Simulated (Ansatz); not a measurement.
# Si5H13I (built from SMILES [SiH3]I.[SiH3][SiH]([SiH3])[SiH3]): a reaction path by the nudged elastic band

What path joins these two structures, and how high does it climb? Both ends were relaxed at PBE0-D4 in triple zeta. A second band with other settings follows.

The runs use Ansatz 0.2.0, Gaussian basis; PBE0-D4/def2-SVP.

22 further runs of the same task are left out: 1 that didn't finish, 21 set aside as unsound or not needed.

### 1 The system as given

The first end: 19 atoms, charge 0, spin multiplicity 1.

Atoms are counted from 1 here; the program's logs count them from 0.

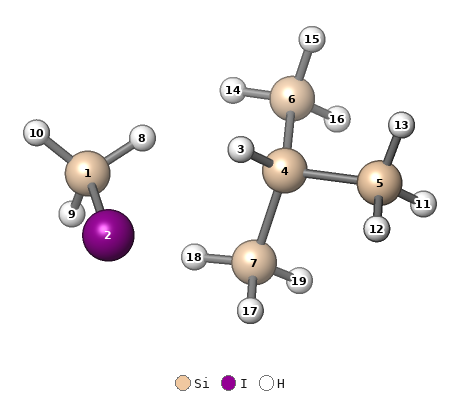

The starting geometry (silicon light orange, iodine purple, hydrogen white); atoms are numbered from 1 in the order of the file.

Geometry (Å):

```
Si    1.2117   -3.1692    1.1226
I     2.7907   -2.6019   -0.6486
H     1.4713    0.4974    0.4197
Si    0.1396    0.9104   -0.1077
Si    0.3290    3.0048   -1.1286
Si   -1.3889    1.0528    1.6551
Si   -0.6440   -0.6340   -1.6781
H     0.5597   -1.9217    1.5830
H     0.2093   -4.1098    0.5733
H     1.9669   -3.7988    2.2303
H    -1.0008    3.4185   -1.6526
H     1.2913    2.9541   -2.2621
H     0.7934    4.0273   -0.1525
H    -1.5673   -0.2700    2.3139
H    -0.9304    2.0323    2.6770
H    -2.7078    1.4978    1.1290
H     0.2683   -0.7375   -2.8465
H    -0.8156   -1.9835   -1.0742
H    -1.9768   -0.1693   -2.1530
```

The second end:

```xyz
19
charge 0, multiplicity 1
Si    0.65705   -1.88116    0.88067
I     4.40873   -0.45200    0.04891
H     4.74416    0.52195   -1.18859
Si   -0.48035   -0.00945    0.06869
Si    0.91467    1.66073   -0.78031
Si   -1.75760    0.89956    1.80165
Si   -1.92536   -0.70006   -1.63297
H    -0.33768   -2.83526    1.44380
H     1.40861   -2.56517   -0.20425
H     1.60654   -1.50378    1.96266
H     0.06373    2.77684   -1.27833
H     1.72915    1.15201   -1.91635
H     1.82328    2.19112    0.26986
H    -2.70756   -0.11736    2.32873
H    -0.87776    1.34974    2.91412
H    -2.53592    2.06832    1.30909
H    -1.15248   -1.28197   -2.76368
H    -2.86963   -1.73083   -1.12289
H    -2.71179    0.45667   -2.14080
```

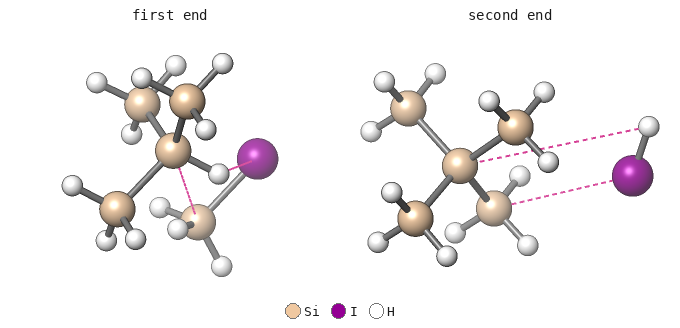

The two ends; dashed lines mark the contacts followed along the path.

### 2 The band at PBE0-D4/def2-SVP

Input file neb/in.yaml:

```yaml
crystal:
  periodic: [false, false, false]
  atoms:
    - {symbol: Si, position_ang: [1.211706, -3.169158, 1.122634]}
    - {symbol: I, position_ang: [2.790746, -2.601868, -0.648601]}
    - {symbol: H, position_ang: [1.471277, 0.497445, 0.419737]}
    - {symbol: Si, position_ang: [0.139588, 0.910397, -0.107718]}
    - {symbol: Si, position_ang: [0.329041, 3.004790, -1.128585]}
    - {symbol: Si, position_ang: [-1.388930, 1.052780, 1.655124]}
    - {symbol: Si, position_ang: [-0.643962, -0.633989, -1.678133]}
    - {symbol: H, position_ang: [0.559721, -1.921654, 1.582969]}
    - {symbol: H, position_ang: [0.209314, -4.109787, 0.573285]}
    - {symbol: H, position_ang: [1.966868, -3.798764, 2.230271]}
    - {symbol: H, position_ang: [-1.000781, 3.418549, -1.652578]}
    - {symbol: H, position_ang: [1.291348, 2.954074, -2.262103]}
    - {symbol: H, position_ang: [0.793368, 4.027284, -0.152482]}
    - {symbol: H, position_ang: [-1.567254, -0.270045, 2.313881]}
    - {symbol: H, position_ang: [-0.930388, 2.032340, 2.677003]}
    - {symbol: H, position_ang: [-2.707763, 1.497831, 1.129021]}
    - {symbol: H, position_ang: [0.268349, -0.737518, -2.846489]}
    - {symbol: H, position_ang: [-0.815631, -1.983488, -1.074211]}
    - {symbol: H, position_ang: [-1.976817, -0.169321, -2.153027]}
basis:
  gaussian: {orbitals: def2-SVP}
hamiltonian: {xc: pbe0, dispersion: d4}
neb:
  images: 5
  climbing: true
  max_iterations: 40
  initial_path: idpp
  final_atoms:
    - {symbol: Si, position_ang: [0.657055, -1.881163, 0.880675]}
    - {symbol: I, position_ang: [4.408728, -0.451997, 0.048907]}
    - {symbol: H, position_ang: [4.744164, 0.521949, -1.188591]}
    - {symbol: Si, position_ang: [-0.480347, -0.009450, 0.068691]}
    - {symbol: Si, position_ang: [0.914670, 1.660730, -0.780313]}
    - {symbol: Si, position_ang: [-1.757595, 0.899564, 1.801646]}
    - {symbol: Si, position_ang: [-1.925360, -0.700059, -1.632970]}
    - {symbol: H, position_ang: [-0.337681, -2.835263, 1.443803]}
    - {symbol: H, position_ang: [1.408605, -2.565166, -0.204254]}
    - {symbol: H, position_ang: [1.606538, -1.503778, 1.962657]}
    - {symbol: H, position_ang: [0.063725, 2.776840, -1.278330]}
    - {symbol: H, position_ang: [1.729153, 1.152012, -1.916347]}
    - {symbol: H, position_ang: [1.823284, 2.191120, 0.269861]}
    - {symbol: H, position_ang: [-2.707556, -0.117362, 2.328728]}
    - {symbol: H, position_ang: [-0.877762, 1.349739, 2.914118]}
    - {symbol: H, position_ang: [-2.535918, 2.068319, 1.309088]}
    - {symbol: H, position_ang: [-1.152479, -1.281971, -2.763680]}
    - {symbol: H, position_ang: [-2.869632, -1.730832, -1.122891]}
    - {symbol: H, position_ang: [-2.711792, 0.456671, -2.140797]}
```

The run is started by

```
$ ansatz run in.yaml --threads 4 --pin off --events-out ev --progress --plain --max-ram 41984MiB --backend cuda --devices 0, --max-vram 37GiB
```

The log of the run, shortened:

```text
Functional definition: PBE0
  name "PBE0"
  cite "Adamo & Barone, J. Chem. Phys. 110, 6158 (1999) doi:10.1063/1.478522"
  cite "Perdew, Burke & Ernzerhof, Phys. Rev. Lett. 77, 3865 (1996) doi:10.1103/PhysRevLett.77.3865"
  parent pbe
[...]
1972 factors; integrals over basis functions are off by at most 2.3e-4 eV
[...]
mean field -47672.17020380 eV, -1751.9199416323 hartree, gradient 1.2e-5 eV, S^2 0.000000; 0 other end points of the search recorded, 0 dependent functions left out
[...]
reference -47672.17024470 eV, -1751.9199431350 hartree; 54, 54 occupied and 127, 127 virtual orbitals, 1972 factors
[... from here to the last solve, the lines of the solves are left out (222 solves) ...]
WARN: NEB end point (image 0): max|allowed force component| = 1.404e-1 eV/Å (the criterion of neb.relax_end_points is 1.000e-2). That is over neb.f_tol: it is no minimum, so the barrier can be far off. Relax it first
WARN: NEB end point (image 6): max|allowed force component| = 1.240e-1 eV/Å (the criterion of neb.relax_end_points is 1.000e-2). That is over neb.f_tol: it is no minimum, so the barrier can be far off. Relax it first
NEB iter   1: max|band force component| = 3.480e0 eV/Å  barrier→ = 5.4615 eV  barrier← = 4.9079 eV  Δτ_max = 0.2000 Å  (250 SCF iters)
[...]
NEB iter   9: max|band force component| = 7.828e-1 eV/Å  barrier→ = 1.3799 eV  barrier← = 0.8262 eV  CI = image 3  Δτ_max = 0.2000 Å  (143 SCF iters)
[...]
NEB iter  17: max|band force component| = 2.471e-1 eV/Å  barrier→ = 1.9255 eV  barrier← = 1.3719 eV  CI = image 3  Δτ_max = 0.1993 Å  (147 SCF iters)
[...]
Atom 1 at     3.572120    -0.257341    -0.292030 Å, force     0.000971     0.001608     0.001105 eV/Å
Atom 2 at     1.319807    -0.268200     0.178474 Å, force    -0.000404    -0.000281    -0.001092 eV/Å
Atom 3 at    -0.245661     0.299707    -0.096515 Å, force     0.004039     0.007763    -0.000700 eV/Å
Atom 4 at     0.779976     2.217146    -1.002006 Å, force     0.000023    -0.003552     0.003735 eV/Å
Atom 5 at    -1.498391     0.733705     1.838713 Å, force    -0.000407    -0.000890    -0.002183 eV/Å
Atom 6 at    -1.277402    -1.026449    -1.732214 Å, force    -0.000146    -0.002859     0.000034 eV/Å
Atom 7 at    -0.266461    -2.068887     1.296460 Å, force    -0.000228     0.000895     0.000969 eV/Å
Atom 8 at     1.503901    -2.754160    -0.157758 Å, force    -0.000430     0.000204     0.001644 eV/Å
Atom 9 at     1.922728    -1.644151     2.146653 Å, force     0.000191     0.000980    -0.000499 eV/Å
Atom 10 at    -0.369984     3.139955    -1.281835 Å, force    -0.001471     0.000962    -0.000818 eV/Å
Atom 11 at     1.472644     1.883720    -2.274662 Å, force     0.000496    -0.000419    -0.001525 eV/Å
Atom 12 at     1.674005     2.834686     0.014489 Å, force    -0.001567    -0.000665    -0.001834 eV/Å
Atom 13 at    -2.306201    -0.461287     2.218691 Å, force    -0.003060     0.000556    -0.001630 eV/Å
Atom 14 at    -0.562748     1.097195     2.944003 Å, force     0.000545    -0.004073     0.001390 eV/Å
Atom 15 at    -2.399780     1.887276     1.540931 Å, force     0.002390     0.001468     0.002556 eV/Å
Atom 16 at    -0.244101    -1.435190    -2.727772 Å, force    -0.000134    -0.000005     0.000071 eV/Å
Atom 17 at    -1.906657    -2.226361    -1.106450 Å, force     0.000266    -0.000145     0.000649 eV/Å
Atom 18 at    -2.323683    -0.189096    -2.392586 Å, force     0.000027    -0.000207     0.000373 eV/Å
Dipole moment:    -1.276188    -0.056157     0.184382 e Å
```

Wall time 4.4 min (1 × a share of an NVIDIA H100 with 4 threads of AMD EPYC 7R13, shared host).

The last band:

```csv
image,path (Å),energy (eV),Si1–Si4 (Å),I2–H3 (Å),Si1–I2 (Å),H3–Si4 (Å)
0,0.00,0.000,4.39,3.53,2.44,1.49
1,2.65,0.028,4.34,3.29,2.45,1.50
2,5.30,0.198,3.89,2.93,2.46,1.49
3,7.95,1.851,2.68,2.30,3.08,1.69
4,9.66,0.686,2.36,1.63,3.90,2.76
5,11.36,0.568,2.35,1.62,4.13,3.88
6,13.06,0.554,2.34,1.61,4.10,5.40
```

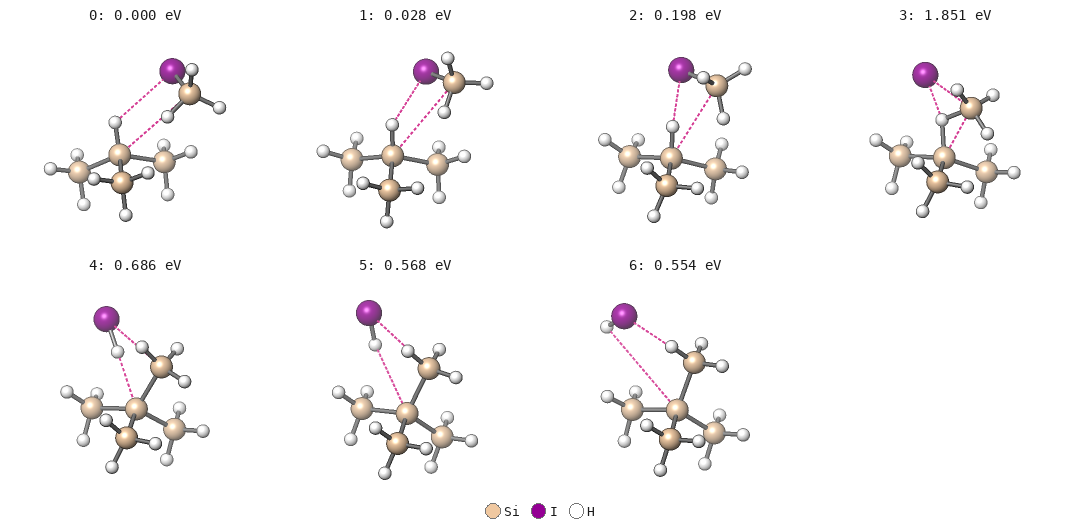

The images of the last band.

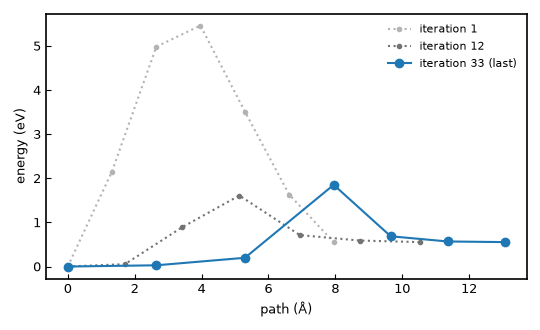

Energy along the path.

The highest image, 3:

```
Si    1.1557   -1.7624    0.8854
I     3.5721   -0.2573   -0.2920
H     1.3198   -0.2682    0.1785
Si   -0.2457    0.2997   -0.0965
Si    0.7800    2.2171   -1.0020
Si   -1.4984    0.7337    1.8387
Si   -1.2774   -1.0264   -1.7322
H    -0.2665   -2.0689    1.2965
H     1.5039   -2.7542   -0.1578
H     1.9227   -1.6442    2.1467
H    -0.3700    3.1400   -1.2818
H     1.4726    1.8837   -2.2747
H     1.6740    2.8347    0.0145
H    -2.3062   -0.4613    2.2187
H    -0.5627    1.0972    2.9440
H    -2.3998    1.8873    1.5409
H    -0.2441   -1.4352   -2.7278
H    -1.9067   -2.2264   -1.1064
H    -2.3237   -0.1891   -2.3926
```

### 3 The band at PBE-D4/def2-SVP, other settings

neb/in.yaml, as its differences from that of step 2:

```diff
@@ -24,7 +24,7 @@
   gaussian: {orbitals: def2-SVP}
-hamiltonian: {xc: pbe0, dispersion: d4}
+hamiltonian: {xc: pbe, dispersion: d4}
 neb:
-  images: 5
+  images: 4
   climbing: true
-  max_iterations: 40
+  max_iterations: 25
   initial_path: idpp
```

The run is started by

```
$ ansatz run in.yaml --threads 4 --pin off --events-out ev --progress --plain --max-ram 41984MiB --backend cuda --devices 0, --max-vram 37GiB
```

The log of the run:

```text
Functional definition: PBE
  name "PBE"
[... 2 set-up lines as earlier in the session ...]
  parameter kappa = 0.804
  parameter beta = 0.06672455060314922
  exchange = pbe_x(kappa = kappa, mu = beta*pi^2/3)
  correlation = pbe_c(beta = beta)
2050 factors; their error is unknown
mean field evaluation 1: about -47664.9334 eV, gradient 2.1e1 eV
mean field evaluation 2: about -47666.4775 eV, gradient 1.1e1 eV
mean field evaluation 4: about -47667.0690 eV, gradient 8.1e-1 eV
mean field evaluation 8: about -47666.9065 eV, gradient 1.8e-1 eV
mean field evaluation 16: about -47666.9065 eV, gradient 5.1e-5 eV
mean field -47666.90653425 eV, -1751.7265053439 hartree, gradient 5.1e-5 eV, S^2 0.000000; 0 other end points of the search recorded, 0 dependent functions left out
the calculation of the forces begins
reference -47666.90658843 eV, -1751.7265073350 hartree; 54, 54 occupied and 127, 127 virtual orbitals, 2050 factors
[... from here to the last solve, the lines of the solves are left out (137 solves) ...]
WARN: NEB end point (image 0): max|allowed force component| = 2.955e-1 eV/Å (the criterion of neb.relax_end_points is 1.000e-2). That is over neb.f_tol: it is no minimum, so the barrier can be far off. Relax it first
WARN: NEB end point (image 5): max|allowed force component| = 3.410e-1 eV/Å (the criterion of neb.relax_end_points is 1.000e-2). That is over neb.f_tol: it is no minimum, so the barrier can be far off. Relax it first
NEB iter   1: max|band force component| = 3.079e0 eV/Å  barrier→ = 4.9458 eV  barrier← = 4.4289 eV  Δτ_max = 0.2000 Å  (254 SCF iters)
NEB iter   2: max|band force component| = 3.156e0 eV/Å  barrier→ = 4.1753 eV  barrier← = 3.6584 eV  Δτ_max = 0.2000 Å  (157 SCF iters)
NEB iter   3: max|band force component| = 4.060e0 eV/Å  barrier→ = 3.5291 eV  barrier← = 3.0122 eV  Δτ_max = 0.1003 Å  (123 SCF iters)
NEB iter   4: max|band force component| = 1.742e0 eV/Å  barrier→ = 3.2242 eV  barrier← = 2.7073 eV  Δτ_max = 0.2000 Å  (117 SCF iters)
NEB iter   5: max|band force component| = 4.512e0 eV/Å  barrier→ = 2.7800 eV  barrier← = 2.2631 eV  Δτ_max = 0.1003 Å  (118 SCF iters)
NEB iter   6: max|band force component| = 9.309e-1 eV/Å  barrier→ = 2.7611 eV  barrier← = 2.2442 eV  Δτ_max = 0.2000 Å  (113 SCF iters)
NEB iter   7: max|band force component| = 7.461e-1 eV/Å  barrier→ = 2.4741 eV  barrier← = 1.9572 eV  Δτ_max = 0.2000 Å  (115 SCF iters)
NEB iter   8: max|band force component| = 8.221e-1 eV/Å  barrier→ = 2.1730 eV  barrier← = 1.6561 eV  CI = image 2  Δτ_max = 0.2000 Å  (116 SCF iters)
NEB iter   9: max|band force component| = 7.304e-1 eV/Å  barrier→ = 2.1414 eV  barrier← = 1.6245 eV  CI = image 2  Δτ_max = 0.2000 Å  (114 SCF iters)
NEB iter  10: max|band force component| = 4.125e-1 eV/Å  barrier→ = 2.0685 eV  barrier← = 1.5516 eV  CI = image 2  Δτ_max = 0.2000 Å  (115 SCF iters)
NEB iter  11: max|band force component| = 4.826e-1 eV/Å  barrier→ = 2.2782 eV  barrier← = 1.7613 eV  CI = image 2  Δτ_max = 0.2000 Å  (119 SCF iters)
NEB iter  12: max|band force component| = 5.560e-1 eV/Å  barrier→ = 2.4130 eV  barrier← = 1.8960 eV  CI = image 2  Δτ_max = 0.1003 Å  (121 SCF iters)
NEB iter  13: max|band force component| = 5.229e-1 eV/Å  barrier→ = 2.2999 eV  barrier← = 1.7830 eV  CI = image 2  Δτ_max = 0.1004 Å  (115 SCF iters)
NEB iter  14: max|band force component| = 5.705e-1 eV/Å  barrier→ = 2.1750 eV  barrier← = 1.6581 eV  CI = image 2  Δτ_max = 0.2000 Å  (116 SCF iters)
NEB iter  15: max|band force component| = 3.874e-1 eV/Å  barrier→ = 1.9720 eV  barrier← = 1.4551 eV  CI = image 2  Δτ_max = 0.2000 Å  (114 SCF iters)
NEB iter  16: max|band force component| = 1.316e0 eV/Å  barrier→ = 1.8999 eV  barrier← = 1.3830 eV  CI = image 2  Δτ_max = 0.0995 Å  (111 SCF iters)
NEB iter  17: max|band force component| = 5.174e-1 eV/Å  barrier→ = 1.7807 eV  barrier← = 1.2638 eV  CI = image 2  Δτ_max = 0.2000 Å  (114 SCF iters)
NEB iter  18: max|band force component| = 3.363e-1 eV/Å  barrier→ = 1.7265 eV  barrier← = 1.2096 eV  CI = image 2  Δτ_max = 0.2000 Å  (111 SCF iters)
NEB iter  19: max|band force component| = 2.139e-1 eV/Å  barrier→ = 1.6710 eV  barrier← = 1.1541 eV  CI = image 2  Δτ_max = 0.1995 Å  (110 SCF iters)
NEB iter  20: max|band force component| = 1.709e-1 eV/Å  barrier→ = 1.6528 eV  barrier← = 1.1359 eV  CI = image 2  Δτ_max = 0.1039 Å  (112 SCF iters)
NEB iter  21: max|band force component| = 8.709e-2 eV/Å  barrier→ = 1.6405 eV  barrier← = 1.1235 eV  CI = image 2  Δτ_max = 0.1030 Å  (114 SCF iters)
NEB iter  22: max|band force component| = 1.042e-1 eV/Å  barrier→ = 1.6340 eV  barrier← = 1.1171 eV  CI = image 2  Δτ_max = 0.0514 Å  (115 SCF iters)
NEB iter  23: max|band force component| = 8.101e-2 eV/Å  barrier→ = 1.6300 eV  barrier← = 1.1131 eV  CI = image 2  Δτ_max = 0.0515 Å  (113 SCF iters)
2050 factors; their error is unknown
mean field -47665.20170912 eV, -1751.6638541761 hartree, gradient 2.0e-6 eV, S^2 0.000000; 0 other end points of the search recorded, 0 dependent functions left out
the calculation of the forces begins
reference -47665.20176084 eV, -1751.6638560766 hartree; 54, 54 occupied and 127, 127 virtual orbitals, 2050 factors
NEB iter  24: max|band force component| = 3.419e-2 eV/Å  barrier→ = 1.6291 eV  barrier← = 1.1122 eV  CI = image 2  CI's point: of a kind that is not told: the force calls were inconclusive, a negative curvature could not be distinguished from the path's own, the only one lies far off the path, or fixed occupations may fill a level only in part  Δτ_max = 0.0000 Å  (1034 SCF iters)
WARN: NEB end point (image 5): the path dips 0.039844 eV below it before the top, so the barrier from the dip is that much higher. The path crosses a lower well, or the end point is a saddle point, which neb.relax_end_points tests for
Total energy: -47665.88434439 eV, -1751.6889405594 hartree
Atom 0 at     1.167220    -1.832532     0.839869 Å, force     0.028960     0.008522    -0.010502 eV/Å
Atom 1 at     3.595520    -0.322016    -0.229716 Å, force    -0.002091    -0.002449     0.002051 eV/Å
Atom 2 at     1.343163    -0.263527     0.260141 Å, force    -0.002927    -0.007729    -0.003317 eV/Å
Atom 3 at    -0.231217     0.321453    -0.060333 Å, force     0.009050     0.018106    -0.009749 eV/Å
Atom 4 at     0.828920     2.215751    -0.999734 Å, force    -0.023764    -0.005835     0.025348 eV/Å
Atom 5 at    -1.536358     0.807821     1.833091 Å, force    -0.008304    -0.005532     0.008447 eV/Å
Atom 6 at    -1.286921    -1.000058    -1.694436 Å, force    -0.008515    -0.005220    -0.003370 eV/Å
Atom 7 at    -0.263795    -2.091890     1.288256 Å, force    -0.002496     0.005375    -0.001449 eV/Å
Atom 8 at     1.417214    -2.761167    -0.302528 Å, force    -0.006040    -0.008463     0.007114 eV/Å
Atom 9 at     1.982056    -1.918508     2.089106 Å, force    -0.003569    -0.000637     0.007741 eV/Å
Atom 10 at    -0.296507     3.182066    -1.289960 Å, force    -0.003638    -0.002227    -0.001661 eV/Å
Atom 11 at     1.510601     1.844421    -2.280045 Å, force     0.012844    -0.000292    -0.006996 eV/Å
Atom 12 at     1.758038     2.824194     0.006876 Å, force    -0.000839    -0.001813    -0.009684 eV/Å
Atom 13 at    -2.113454    -0.452495     2.413229 Å, force    -0.002942     0.003975    -0.002788 eV/Å
Atom 14 at    -0.690946     1.509949     2.858888 Å, force     0.004242    -0.002989     0.001145 eV/Å
Atom 15 at    -2.649910     1.719761     1.392757 Å, force     0.005369     0.004376     0.002544 eV/Å
Atom 16 at    -0.274358    -1.380047    -2.737386 Å, force     0.003097     0.000195    -0.000544 eV/Å
Atom 17 at    -1.881672    -2.230217    -1.068030 Å, force    -0.002087     0.001184    -0.004016 eV/Å
Atom 18 at    -2.377794    -0.173062    -2.320047 Å, force     0.003652     0.001453    -0.000314 eV/Å
Dipole moment:    -1.096360    -0.019037     0.136289 e Å
```

Wall time 2.1 min (1 × a share of an NVIDIA H100 with 4 threads of AMD EPYC 7R13, shared host).

The last band:

```csv
image,path (Å),energy (eV),Si1–Si4 (Å),I2–H3 (Å),Si1–I2 (Å),H3–Si4 (Å)
0,0.00,0.000,4.39,3.53,2.44,1.49
1,3.24,0.051,4.19,3.05,2.47,1.50
2,6.49,1.629,2.72,2.31,3.05,1.71
3,8.48,0.554,2.36,1.64,4.00,2.88
4,10.47,0.477,2.35,1.64,4.26,4.07
5,12.46,0.517,2.34,1.61,4.10,5.40
```

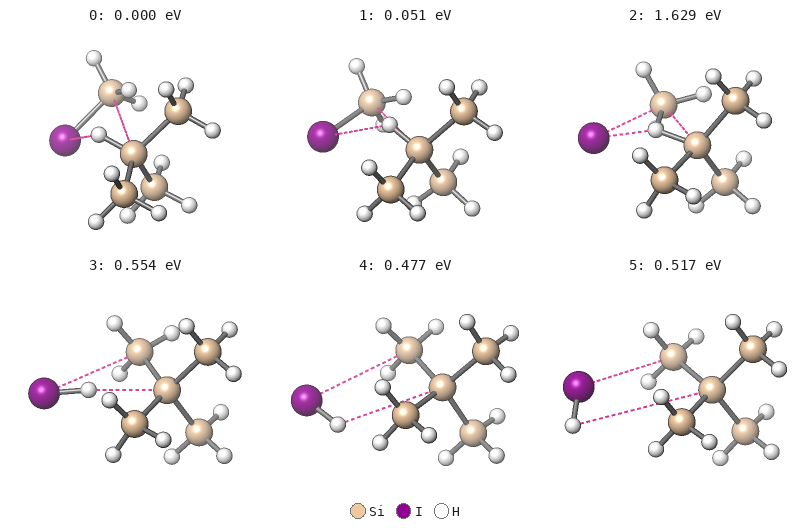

The images of the last band.

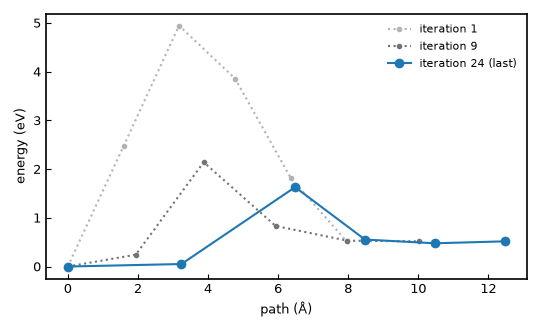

Energy along the path.

The highest image, 2:

```
Si    1.1672   -1.8325    0.8399
I     3.5955   -0.3220   -0.2297
H     1.3432   -0.2635    0.2601
Si   -0.2312    0.3215   -0.0603
Si    0.8289    2.2158   -0.9997
Si   -1.5364    0.8078    1.8331
Si   -1.2869   -1.0001   -1.6944
H    -0.2638   -2.0919    1.2883
H     1.4172   -2.7612   -0.3025
H     1.9821   -1.9185    2.0891
H    -0.2965    3.1821   -1.2900
H     1.5106    1.8444   -2.2800
H     1.7580    2.8242    0.0069
H    -2.1135   -0.4525    2.4132
H    -0.6909    1.5099    2.8589
H    -2.6499    1.7198    1.3928
H    -0.2744   -1.3800   -2.7374
H    -1.8817   -2.2302   -1.0680
H    -2.3778   -0.1731   -2.3200
```

### 4 Results

| quantity | value |
| --- | --- |
| PBE0-D4/def2-SVP, 33 iterations | highest 1.851 eV (image 3), last end +0.554 eV |
| PBE-D4/def2-SVP, 24 iterations | highest 1.629 eV (image 2), last end +0.517 eV |
| from earlier runs: barrier over the separately found saddle, CCSD(T)/def2-TZVPP | 2.090 eV |

The highest image lies 1.851 eV above the first end, and it climbed, so it estimates the saddle. The ends are not quite minima at this level (largest force component 0.14 eV/Å), which shifts the heights a little. The highest image is 0.238 eV below the CCSD(T) barrier in triple zeta, which comes from separate runs on the saddle. The second band's highest image lies at 1.629 eV; the levels differ.
